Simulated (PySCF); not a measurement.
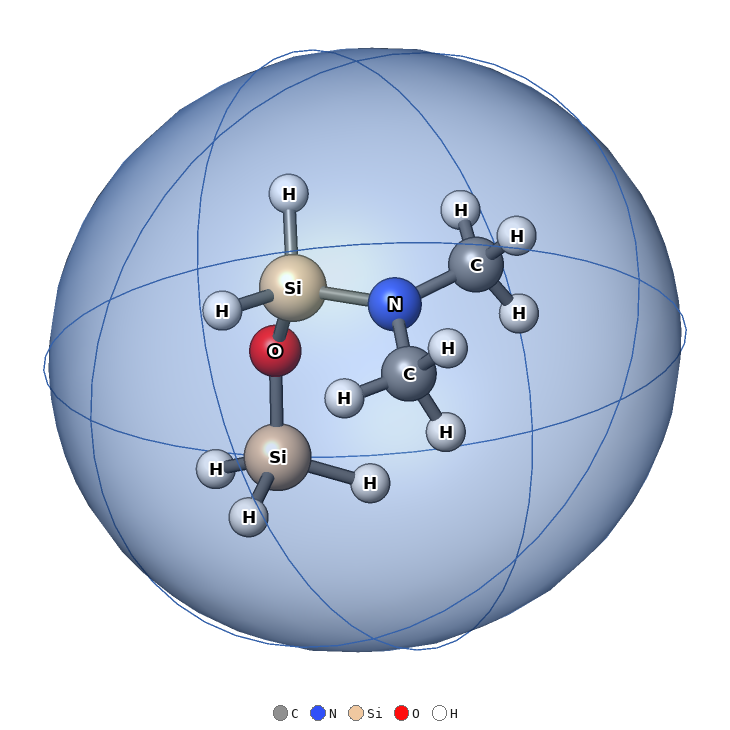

The ellipsoid shows the static dipole polarisability: its half-axes are proportional to the principal values. The computed structure is the end point of a PBE0-D3(BJ)/def2-SVP optimisation. No frequency run is at hand to confirm it as a minimum. Level of theory: CAM-B3LYP/def2-SVPD in chloroform (IEF-PCM) (PySCF 2.14.0).

How large and how anisotropic is the polarisability?

Answer. Principal values 103.5, 106.0, 113.8 bohr³; mean 107.8 bohr³ (15.97 Å³); anisotropy 9.3 bohr³, so the longest axis is 1.10 times the shortest.
